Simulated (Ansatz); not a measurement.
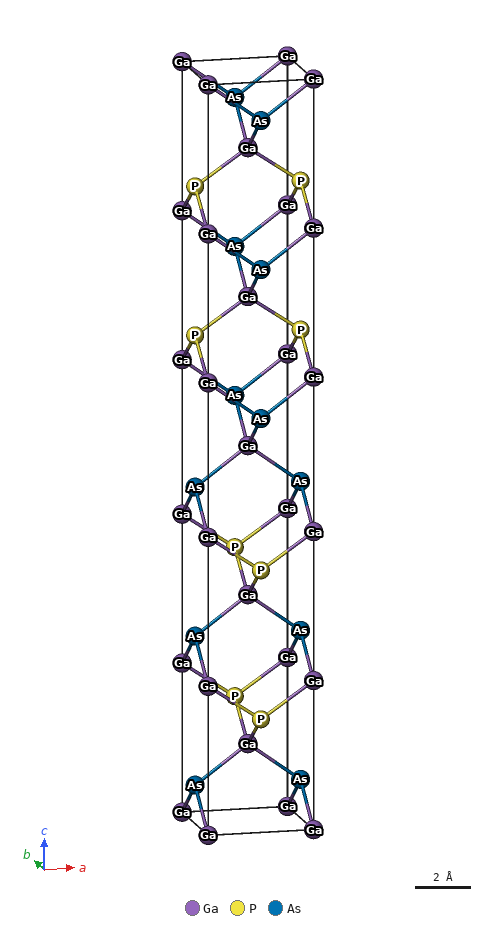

An orthographic ball-and-stick view of the structure, slightly off an axis. The edges of the conventional unit cell are marked.

Ga₅As₃P₂, space group I-4m2 (No. 119), a = 3.991 Å, b = 3.991 Å, c = 28.274 Å, α = 90.00°, β = 90.00°, γ = 90.00°. It goes back to a structure type filled with these elements by a generator (whether the compound takes this form wasn't checked). Earlier steps of the study, as a rule a relaxation of our own, may have changed the cell and positions, so they can lie some per cent off the listed ones. It was run through Ansatz as a DFT input.

This one geometry was computed with Ansatz (DFT, plane waves, PAW) at three levels of theory: PBEsol, PBE and r2SCAN.

> Which level gives the highest pressure at this volume, and what does that say about its equilibrium volume?

Highest: PBE (0.0 GPa), which points to the largest equilibrium volume. Lowest, with the smallest volume: PBEsol (-2.9 GPa) and r2SCAN (-2.6 GPa). Levels within 0.5 GPa of each other can't be told apart.

> How does the band gap change with the level of theory?

PBEsol: a gap of 0.60 eV, direct; PBE: a gap of 0.67 eV, direct; r2SCAN: a gap of 1.15 eV, direct.

> Collect the results in a table.

| level | cutoff (eV) | k-mesh of the run's cell | gap (eV) | pressure (GPa) |
| --- | --- | --- | --- | --- |
| PBEsol | 420 | 10×10×10 | 0.60 | -2.9 |
| PBE | 420 | 10×10×10 | 0.67 | 0.0 |
| r2SCAN | 500 | 10×10×10 | 1.15 | -2.6 |

Gaps are taken on the k-mesh or band path of each run.
